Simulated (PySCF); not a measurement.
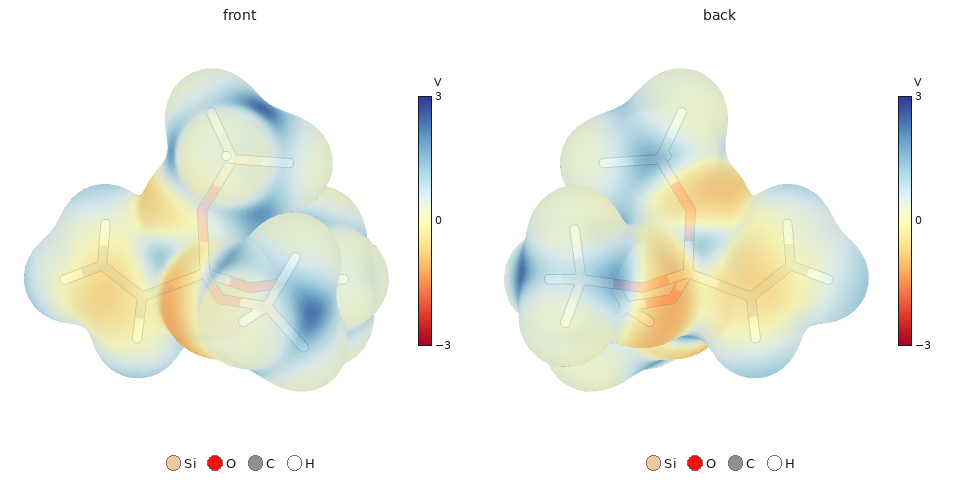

Figure. C2H12O3Si4. The molecular electrostatic potential painted on the density surface at 0.004 e/bohr³, seen from the front and from behind; red is negative and blue positive.

Geometry: PBE0-D3(BJ)/def2-SVP.

Theory: PySCF, PBE0/pcSseg-1, SCF density, gas phase, non-relativistic.

```xyz
21

Si   -1.3204   -1.6779   -1.8522
O    -0.4827   -0.2845   -1.5276
Si    0.4053    0.5256   -0.3994
O    -0.5777    0.9811    0.8431
Si   -1.7503    0.4509    1.8895
O     1.5628   -0.4991    0.1725
Si    1.8358   -1.8892    1.0334
C     1.1755    2.0246   -1.1367
C     0.9087    3.2559   -0.6886
H    -2.2479   -1.4222   -2.9892
H    -2.1089   -2.0925   -0.6504
H    -0.3770   -2.7768   -2.2140
H    -1.3958   -0.9061    2.4083
H    -3.0696    0.3745    1.1953
H    -1.8375    1.4105    3.0254
H     3.1764   -2.4234    0.6647
H     1.7944   -1.6072    2.4985
H     0.7888   -2.9069    0.7071
H     1.8766    1.9025   -1.9716
H     0.2149    3.4167    0.1435
H     1.3659    4.1493   -1.1280
```

**Which sites attract a positive test charge, and which a negative one?**

A positive charge is drawn to the negative regions and a negative charge to the positive ones. The most negative region (about −1.1 V) lies over O2 and O6, the most positive (about +2.3 V) over Si1, Si3, Si5 and Si7.

**How polar is the molecule by this calculation?**

Its dipole moment is 0.46 D.
